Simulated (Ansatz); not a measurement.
# C2H5AlS: shift of H8 from C3 to S4

How high is the barrier for the shift of H8 from C3 to S4? Relax the two ends, then run a nudged elastic band between them. SMILES of the start: [CH3][Al]1[CH2][S]1.

Program: Ansatz 0.2.0. Level of theory: RKS PBE0-D4/def2-SVP. These are calculated values, not measurements.

## Step 1: The starting structure

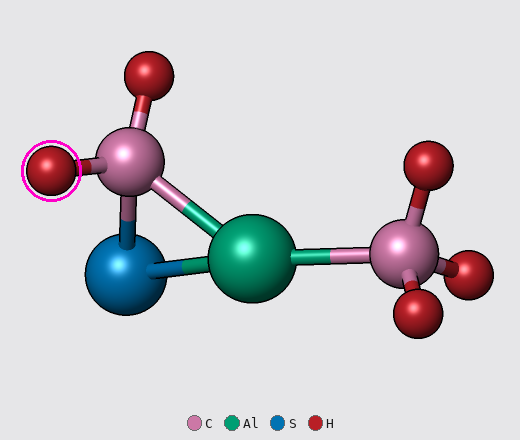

Start, viewed from a chosen angle; carbon pink, aluminium teal, sulfur blue, hydrogen red. Ringed: H8.

Structure file:

```xyz
9

C    -0.3241    1.4983   -0.9009
Al    0.4566   -0.1493   -0.2695
C     0.2952   -1.4580    1.1362
S     0.6660   -2.4466   -0.3436
H    -0.9742    1.3274   -1.8374
H    -1.0280    1.9729   -0.1203
H     0.4490    2.2796   -1.1534
H     1.2262   -1.4885    1.8430
H    -0.6783   -1.5821    1.6289
```

## Step 2: Relaxing end A

The input, input.yaml:

```yaml
crystal:
  periodic: [false, false, false]
  atoms:
    - { symbol: C, position_ang: [-0.3241, 1.4983, -0.9009] }
    - { symbol: Al, position_ang: [0.4566, -0.1493, -0.2695] }
    - { symbol: C, position_ang: [0.2952, -1.458, 1.1362] }
    - { symbol: S, position_ang: [0.666, -2.4466, -0.3436] }
    - { symbol: H, position_ang: [-0.9742, 1.3274, -1.8374] }
    - { symbol: H, position_ang: [-1.028, 1.9729, -0.1203] }
    - { symbol: H, position_ang: [0.449, 2.2796, -1.1534] }
    - { symbol: H, position_ang: [1.2262, -1.4885, 1.843] }
    - { symbol: H, position_ang: [-0.6783, -1.5821, 1.6289] }
basis:
  gaussian: { orbitals: def2-SVP }
hamiltonian:
  xc: pbe0
  dispersion: d4
relax:
  f_tol: 0.02
  max_steps: 50
output:
  orbitals: {}
```

On the command line:

```sh
$ ansatz run input.yaml --threads 2 --pin off --max-ram 3072MiB --backend cpu --events-out ev --progress --plain --runs-dir out
```

Log (excerpt; [...] marks lines left out):

```text
Warning: RAYON_NUM_THREADS=2 ignored (pool sized by the plan → 2); use --threads N
[...]
Functional definition: PBE0
[...]
943 factors; integrals over basis functions are off by at most 3.7e-4 eV
[...]
mean field -19570.78640223 eV, -719.2131347266 hartree, gradient 3.3e-5 eV, S^2 0.000000; 0 other end points of the search recorded, 0 dependent functions left out
[...]
reference -19570.78643005 eV, -719.2131357489 hartree; 23, 23 occupied and 66, 66 virtual orbitals, 943 factors
relax step   1: F+E_penalty+E_count = -19570.93066470 eV  Δ(F+E_penalty+E_count) = +0.000e0 eV  max|allowed force component| = 2.109e0 eV/Å  Δτ_max = 0.0000 Å  (27 SCF iters, accepted)
[...]
Atom 1 at     0.016491    -0.204307    -0.183895 Å, force     0.000895    -0.006229     0.000370 eV/Å
Atom 2 at     0.398084    -1.419569     1.256322 Å, force     0.014024     0.003701    -0.018007 eV/Å
Atom 3 at     0.324063    -2.295324    -0.450956 Å, force    -0.002294     0.010155     0.007912 eV/Å
Atom 4 at    -0.535596     1.465078    -2.044115 Å, force    -0.001256     0.002660    -0.001990 eV/Å
Atom 5 at    -1.252617     1.978708    -0.491492 Å, force    -0.008238     0.003841     0.002123 eV/Å
Atom 6 at     0.480606     2.219700    -0.786542 Å, force     0.009362     0.009878     0.000719 eV/Å
Atom 7 at     1.393836    -1.516953     1.709375 Å, force    -0.000960     0.000008     0.000770 eV/Å
Atom 8 at    -0.374785    -1.804757     1.934098 Å, force    -0.012101    -0.008352     0.010921 eV/Å
Dipole moment:    -0.106557     0.672518     0.022629 e Å
```

It took 24 s on 2 threads of Intel Xeon Platinum 8488C (Sapphire Rapids), shared host; peak memory 0.2 GiB.

Step by step:

| step | energy from step 1 (eV) | largest force component (eV/Å) |
| --- | --- | --- |
| 1 | 0.0000 | 2.1092 |
| 2 | -0.5895 | 1.1069 |
| 3 | -0.6900 | 0.3313 |
| 4 | -0.7156 | 0.2106 |
| 5 | -0.7200 | 0.0243 |
| 6 | -0.7204 | 0.0369 |
| 7 | -0.7207 | 0.0024 |
| 8 | -0.7209 | 0.0553 |
| 9 | -0.7212 | 0.0354 |
| 10 | -0.7215 | 0.0370 |
| 11 | -0.7217 | 0.0434 |
| 12 | -0.7218 | 0.0343 |
| 13 | -0.7220 | 0.0243 |
| 14 | -0.7221 | 0.0225 |
| 15 | -0.7222 | 0.0345 |
| 16 | -0.7222 | 0.0180 |

Step 1 is the start.

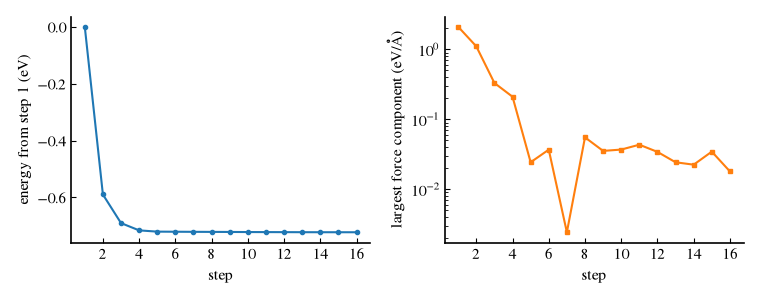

Energy and largest force along the relaxation.

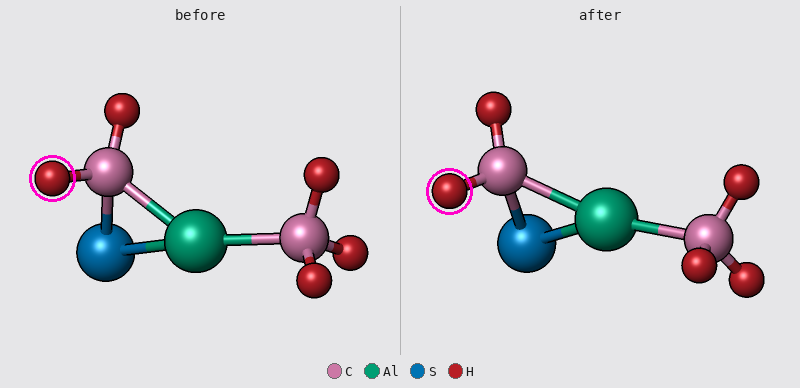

The structure before (left) and after (right), drawn at the same scale.

After: Bond lengths: C1–Al2 1.938 Å, Al2–C3 1.923 Å, Al2–S4 2.130 Å, C3–S4 1.920 Å, C1–H5 1.100 Å, C1–H6 1.102 Å, C1–H7 1.102 Å, C3–H8 1.098 Å, C3–H9 1.098 Å. Angles (14 of 16 angles, heavy atoms first): C1–Al2–C3 154.8°, C1–Al2–S4 149.0°, C3–Al2–S4 56.3°, Al2–C3–S4 67.3°, Al2–S4–C3 56.4°, Al2–C1–H5 111.8°, Al2–C1–H6 110.6°, Al2–C1–H7 110.3°, Al2–C3–H8 123.0°, Al2–C3–H9 123.0°, S4–C3–H8 111.2°, S4–C3–H9 111.2°, H5–C1–H6 108.4°, H5–C1–H7 108.3°.

## Step 3: Relaxing end B

The second end starts from a geometry with the move made by hand.

input.yaml, as its differences from that of step 2:

```diff
@@ -10,3 +10,3 @@
     - { symbol: H, position_ang: [0.449, 2.2796, -1.1534] }
-    - { symbol: H, position_ang: [1.2262, -1.4885, 1.843] }
+    - { symbol: H, position_ang: [1.19796, -3.71873, -0.39922] }
     - { symbol: H, position_ang: [-0.6783, -1.5821, 1.6289] }
```

On the command line:

```sh
$ ansatz run input.yaml --threads 2 --pin off --max-ram 3072MiB --backend cpu --events-out ev --progress --plain --runs-dir out
```

Log (excerpt; [...] marks lines left out):

```text
Warning: RAYON_NUM_THREADS=2 ignored (pool sized by the plan → 2); use --threads N
[...]
Functional definition: PBE0
[...]
946 factors; integrals over basis functions are off by at most 3.2e-4 eV
[...]
mean field -19567.41217456 eV, -719.0891341467 hartree, gradient 6.1e-5 eV, S^2 0.000000; 0 other end points of the search recorded, 0 dependent functions left out
[...]
reference -19567.41220305 eV, -719.0891351939 hartree; 23, 23 occupied and 66, 66 virtual orbitals, 946 factors
[...]
Atom 4 at    -0.960806     1.341002    -1.832429 Å, force     0.002567     0.000612     0.002296 eV/Å
Atom 5 at    -0.648184     2.297471    -0.359424 Å, force     0.003618    -0.009038    -0.005002 eV/Å
Atom 6 at     0.713703     1.730543    -1.361113 Å, force    -0.014147    -0.004461     0.004591 eV/Å
Atom 7 at     1.615919    -2.624079    -0.473960 Å, force    -0.006429     0.002680    -0.000695 eV/Å
Atom 8 at    -0.273252    -2.217044     2.009006 Å, force    -0.000521     0.001070    -0.003641 eV/Å
Dipole moment:     0.124496     0.488150    -0.255104 e Å
```

It took 24 s on 2 threads of Intel Xeon Platinum 8488C (Sapphire Rapids), shared host; peak memory 0.2 GiB.

Step by step:

| step | energy from step 1 (eV) | largest force component (eV/Å) |
| --- | --- | --- |
| 1 | 0.0000 | 2.4712 |
| 2 | -0.8450 | 1.2031 |
| 3 | -1.2660 | 1.2450 |
| 4 | -1.5236 | 0.9001 |
| 5 | -1.7575 | 0.8477 |
| 6 | -1.9171 | 0.3673 |
| 7 | -1.9741 | 0.2227 |
| 8x | -1.9654 | 0.4911 |
| 9 | -1.9912 | 0.2323 |
| 10 | -1.9947 | 0.1149 |
| 11 | -1.9955 | 0.0371 |
| 12 | -1.9960 | 0.0122 |
| 13 | -1.9964 | 0.0417 |
| 14 | -1.9965 | 0.0388 |
| 15 | -1.9966 | 0.0361 |
| 16 | -1.9967 | 0.0141 |

Step 1 is the start. 1 step was tried and not accepted (8; marked x where the table lists them).

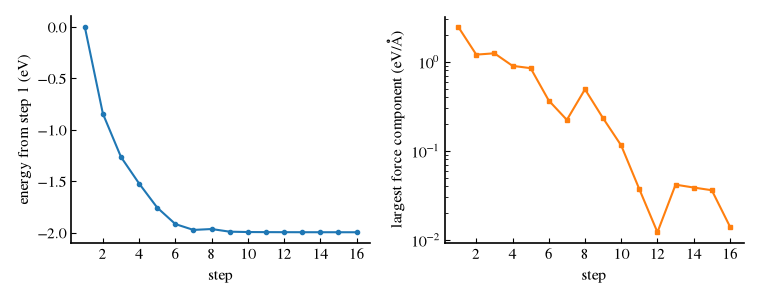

Energy and largest force along the relaxation.

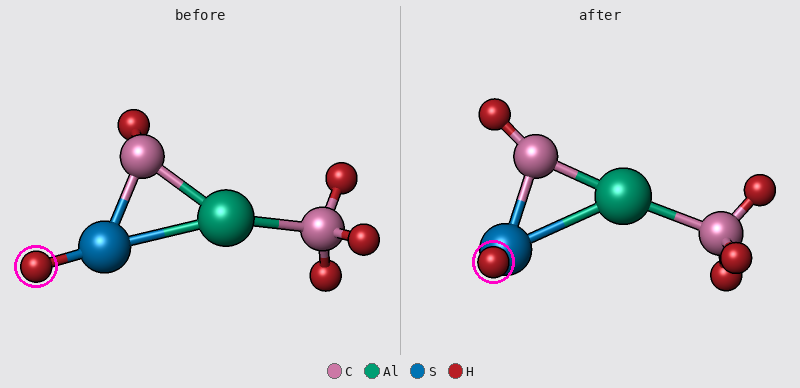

Before and after, at one scale.

After: Bond lengths: C1–Al2 1.940 Å, Al2–C3 1.779 Å, Al2–S4 2.395 Å, C3–S4 1.816 Å, C1–H5 1.101 Å, C1–H6 1.101 Å, C1–H7 1.101 Å, S4–H8 1.381 Å, C3–H9 1.089 Å. Angles (14 of 15 angles, heavy atoms first): C1–Al2–C3 176.4°, C1–Al2–S4 134.7°, C3–Al2–S4 48.9°, Al2–C3–S4 83.6°, Al2–S4–C3 47.6°, Al2–C1–H5 110.7°, Al2–C1–H6 110.9°, Al2–C1–H7 110.8°, Al2–C3–H9 158.3°, S4–C3–H9 117.9°, Al2–S4–H8 106.9°, C3–S4–H8 106.8°, H5–C1–H6 108.2°, H5–C1–H7 108.1°.

## Step 4: Nudged elastic band

crystal.atoms is end A as relaxed above, and neb.final_atoms is end B, turned to lie on A. With 5 inner images the band has 7 in all. The start path is listed, through a guess of the saddle.

The input, input.yaml:

```yaml
crystal:
  periodic: [false, false, false]
  atoms:
    - { symbol: C, position_ang: [-0.361681, 1.531124, -0.959795] }
    - { symbol: Al, position_ang: [0.016491, -0.204307, -0.183895] }
    - { symbol: C, position_ang: [0.398084, -1.419569, 1.256322] }
    - { symbol: S, position_ang: [0.324063, -2.295324, -0.450956] }
    - { symbol: H, position_ang: [-0.535596, 1.465078, -2.044115] }
    - { symbol: H, position_ang: [-1.252617, 1.978708, -0.491492] }
    - { symbol: H, position_ang: [0.480606, 2.2197, -0.786542] }
    - { symbol: H, position_ang: [1.393836, -1.516953, 1.709375] }
    - { symbol: H, position_ang: [-0.374785, -1.804757, 1.934098] }
basis:
  gaussian: { orbitals: def2-SVP }
hamiltonian:
  xc: pbe0
  dispersion: d4
neb:
  order_check: false
  images: 5
  f_tol: 0.05
  max_iterations: 60
  final_atoms:
    - { symbol: C, position_ang: [-0.37411145, 1.57210755, -0.95406901] }
    - { symbol: Al, position_ang: [-0.33483967, -0.01011768, 0.16749463] }
    - { symbol: C, position_ang: [-0.38854839, -1.42038306, 1.25080714] }
    - { symbol: S, position_ang: [0.94825583, -2.03283226, 0.18538873] }
    - { symbol: H, position_ang: [-0.47598577, 1.29493083, -2.01468501] }
    - { symbol: H, position_ang: [-1.22185273, 2.22211397, -0.68565412] }
    - { symbol: H, position_ang: [0.55326032, 2.15529733, -0.8406819] }
    - { symbol: H, position_ang: [2.13478413, -1.75100206, 0.83364616] }
    - { symbol: H, position_ang: [-0.75256128, -2.07641462, 2.04075338] }
  initial_path:
    images:
      - { positions_ang: [[-0.361681, 1.531124, -0.959795], [0.016491, -0.204307, -0.183895], [0.398084, -1.419569, 1.256322], [0.324063, -2.295324, -0.450956], [-0.535596, 1.465078, -2.044115], [-1.252617, 1.978708, -0.491492], [0.480606, 2.2197, -0.786542], [1.393836, -1.516953, 1.709375], [-0.374785, -1.804757, 1.934098]] }
      - { positions_ang: [[-0.36454923, 1.53975197, -0.95407776], [0.16278367, -0.13157092, -0.16603847], [0.33782931, -1.36220492, 1.27334127], [0.50538176, -2.28214104, -0.32000648], [-0.64727367, 1.40689398, -2.01154092], [-1.23883955, 1.98439856, -0.42322921], [0.44054108, 2.27816504, -0.90143482], [1.40897259, -1.7962718, 1.63870303], [-0.51644494, -1.68332087, 1.84728336]] }
      - { positions_ang: [[-0.36741747, 1.54837994, -0.94836052], [0.30907633, -0.05883484, -0.14818194], [0.27757461, -1.30484084, 1.29036054], [0.68670051, -2.26895808, -0.18905696], [-0.75895135, 1.34870996, -1.97896683], [-1.2250621, 1.99008912, -0.35496641], [0.40047616, 2.33663008, -1.01632764], [1.42410917, -2.0755906, 1.56803107], [-0.65810488, -1.56188475, 1.76046871]] }
      - { positions_ang: [[-0.3702857, 1.55700791, -0.94264329], [0.455369, 0.01390124, -0.13032541], [0.21731992, -1.24747676, 1.30737981], [0.86801927, -2.25577512, -0.05810744], [-0.87062902, 1.29052594, -1.94639275], [-1.21128465, 1.99577968, -0.28670362], [0.36041125, 2.39509513, -1.13122046], [1.43924576, -2.3549094, 1.4973591], [-0.79976483, -1.44044862, 1.67365407]] }
      - { positions_ang: [[-0.37156095, 1.56204113, -0.94645186], [0.19196611, 0.00589494, -0.03105207], [0.01536382, -1.30511219, 1.28852225], [0.89476479, -2.18146083, 0.02305795], [-0.73908127, 1.29199424, -1.96915684], [-1.21480734, 2.07122444, -0.41968712], [0.42469427, 2.31516253, -1.03437427], [1.67109188, -2.15360695, 1.27612145], [-0.78403031, -1.65243729, 1.79602051]] }
      - { positions_ang: [[-0.3728362, 1.56707434, -0.95026044], [-0.07143678, -0.00211137, 0.06822128], [-0.18659228, -1.36274763, 1.2696647], [0.92151031, -2.10714655, 0.10422334], [-0.60753352, 1.29346253, -1.99192092], [-1.21833003, 2.1466692, -0.55267062], [0.4889773, 2.23522993, -0.93752809], [1.90293801, -1.95230451, 1.05488381], [-0.76829579, -1.86442595, 1.91838694]] }
      - { positions_ang: [[-0.37411145, 1.57210755, -0.95406901], [-0.33483967, -0.01011768, 0.16749463], [-0.38854839, -1.42038306, 1.25080714], [0.94825583, -2.03283226, 0.18538873], [-0.47598577, 1.29493083, -2.01468501], [-1.22185273, 2.22211397, -0.68565412], [0.55326032, 2.15529733, -0.8406819], [2.13478413, -1.75100206, 0.83364616], [-0.75256128, -2.07641462, 2.04075338]] }
```

On the command line:

```sh
$ ansatz run input.yaml --threads 2 --pin off --max-ram 3072MiB --backend cpu --events-out ev --progress --plain --runs-dir out
```

Log (excerpt; [...] marks lines left out):

```text
Warning: RAYON_NUM_THREADS=2 ignored (pool sized by the plan → 2); use --threads N
[...]
Functional definition: PBE0
[...]
938 factors; integrals over basis functions are off by at most 3.8e-4 eV
[...]
mean field -19571.50814442 eV, -719.2396582629 hartree, gradient 4.5e-5 eV, S^2 0.000000; 0 other end points of the search recorded, 0 dependent functions left out
[...]
reference -19571.50817303 eV, -719.2396593142 hartree; 23, 23 occupied and 66, 66 virtual orbitals, 938 factors
[...]
Atom 5 at    -1.010893     2.240348    -0.455979 Å, force    -0.000109    -0.001226    -0.000531 eV/Å
Atom 6 at     0.638256     1.991374    -1.094442 Å, force     0.000327     0.000033     0.000411 eV/Å
Atom 7 at     1.502712    -1.685280     1.078005 Å, force     0.008483    -0.001529    -0.013833 eV/Å
Atom 8 at    -0.725278    -2.068262     1.934279 Å, force    -0.010517    -0.002407    -0.009569 eV/Å
Dipole moment:    -0.206142     0.444365    -0.269337 e Å
this run last wrote the band of iteration 18 to <dir>; this run last wrote the band within `neb.f_tol` of iteration 16 to <dir>
```

Run time: 2.1 min. Hardware: 2 threads of Intel Xeon Platinum 8488C (Sapphire Rapids), shared host; peak memory 0.2 GiB.

## Step 5: Images and barrier

Images 0 and 6 are the ends. Energies count from image 0; the path length is the program's own measure over all atoms.

| image | path (Å) | energy (eV) | H8–C3 (Å) | H8–S4 (Å) | band force (eV/Å) |
| --- | --- | --- | --- | --- | --- |
| 0 | 0.000 | 0.0000 | 1.10 | 2.53 | - |
| 1 | 0.517 | 0.0014 | 1.10 | 2.53 | 0.001 |
| 2 | 1.034 | 0.2858 | 1.09 | 2.27 | 0.019 |
| 3 | 1.550 | 1.9327 | 1.22 | 1.78 | 0.027 |
| 4* | 2.067 | 3.2362 | 1.79 | 1.39 | 0.027 |
| 5 | 2.652 | 2.4946 | 2.25 | 1.33 | 0.020 |
| 6 | 3.238 | 2.0965 | 2.58 | 1.38 | - |

The star marks the climbing image.

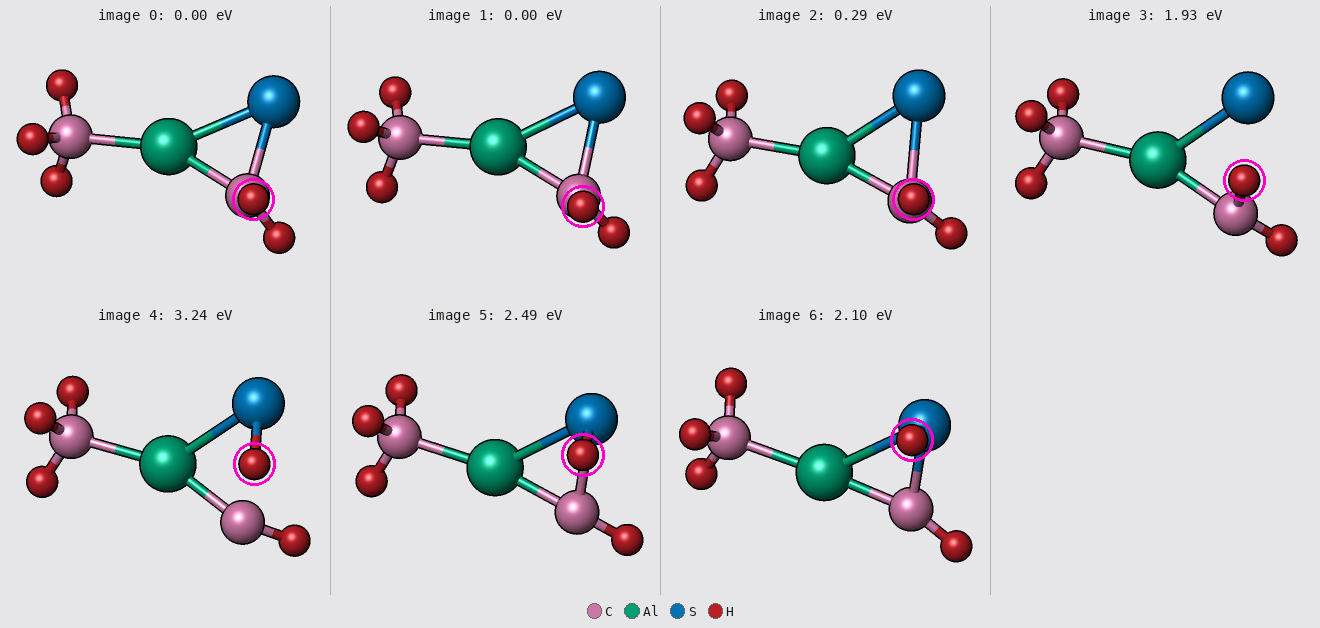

Snapshots along the band, viewed from a chosen angle. Ringed: H8. Sticks join atoms closer than a bonding distance in each image.

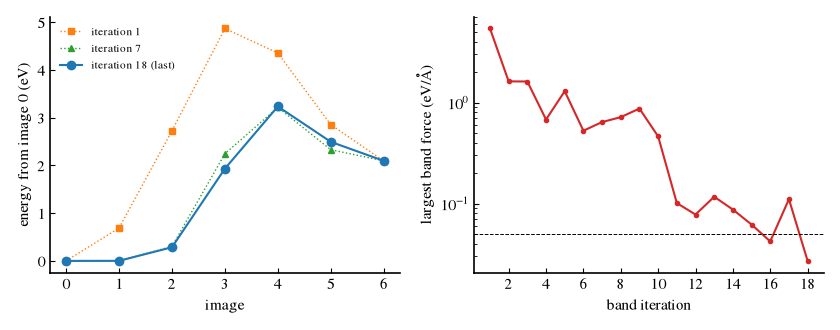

Left: energy of each image for early iterations and the last one (lines only join the points; early values far above the last band run off the scale). Right: the largest band force by iteration, with the threshold dashed.

The top of the band by iteration:

| iteration | highest image above image 0 (eV) | largest band force (eV/Å) |
| --- | --- | --- |
| 1 | 4.8698 | 5.413 |
| 3 | 3.5204 | 1.617 |
| 5 | 3.1796 | 1.296 |
| 7 | 3.2162 | 0.641 |
| 9 | 3.2854 | 0.873 |
| 11 | 3.2550 | 0.101 |
| 13 | 3.2449 | 0.117 |
| 15 | 3.2388 | 0.062 |
| 17 | 3.2367 | 0.111 |
| 18 | 3.2362 | 0.027 |

The band as a trajectory file:

```xyz
9
image=0 dE=0.0000
C    -0.362    1.531   -0.960
Al    0.016   -0.204   -0.184
C     0.398   -1.420    1.256
S     0.324   -2.295   -0.451
H    -0.536    1.465   -2.044
H    -1.253    1.979   -0.491
H     0.481    2.220   -0.787
H     1.394   -1.517    1.709
H    -0.375   -1.805    1.934
9
image=1 dE=0.0014
C    -0.370    1.537   -0.949
Al    0.036   -0.193   -0.175
C     0.355   -1.438    1.255
S     0.545   -2.239   -0.478
H    -0.759    1.438   -1.974
H    -1.108    2.087   -0.345
H     0.545    2.150   -0.994
H     1.299   -1.476    1.816
H    -0.453   -1.913    1.827
9
image=2 dE=0.2858
C    -0.389    1.543   -0.929
Al   -0.047   -0.132   -0.042
C     0.252   -1.435    1.319
S     0.752   -2.057   -0.477
H    -0.840    1.333   -1.912
H    -1.016    2.265   -0.390
H     0.596    2.003   -1.115
H     1.277   -1.522    1.667
H    -0.497   -2.044    1.861
9
image=3 dE=1.9327
C    -0.368    1.518   -0.943
Al   -0.090   -0.130    0.032
C     0.118   -1.307    1.492
S     0.930   -2.032   -0.382
H    -0.820    1.304   -1.924
H    -0.984    2.265   -0.425
H     0.625    1.962   -1.136
H     1.285   -1.610    1.314
H    -0.608   -2.017    1.956
9
image=4 dE=3.2362
C    -0.345    1.517   -0.951
Al   -0.161   -0.114    0.081
C    -0.157   -1.212    1.548
S     1.104   -2.016   -0.207
H    -0.757    1.300   -1.950
H    -1.011    2.240   -0.456
H     0.638    1.991   -1.094
H     1.503   -1.685    1.078
H    -0.725   -2.068    1.934
9
image=5 dE=2.4946
C    -0.345    1.552   -0.961
Al   -0.264   -0.046    0.102
C    -0.315   -1.334    1.318
S     1.017   -2.003    0.078
H    -0.715    1.315   -1.970
H    -1.053    2.248   -0.487
H     0.633    2.043   -1.052
H     1.891   -1.700    1.035
H    -0.760   -2.122    1.921
9
image=6 dE=2.0965
C    -0.374    1.572   -0.954
Al   -0.335   -0.010    0.167
C    -0.389   -1.420    1.251
S     0.948   -2.033    0.185
H    -0.476    1.295   -2.015
H    -1.222    2.222   -0.686
H     0.553    2.155   -0.841
H     2.135   -1.751    0.834
H    -0.753   -2.076    2.041
```

[end of part 1 of 2]
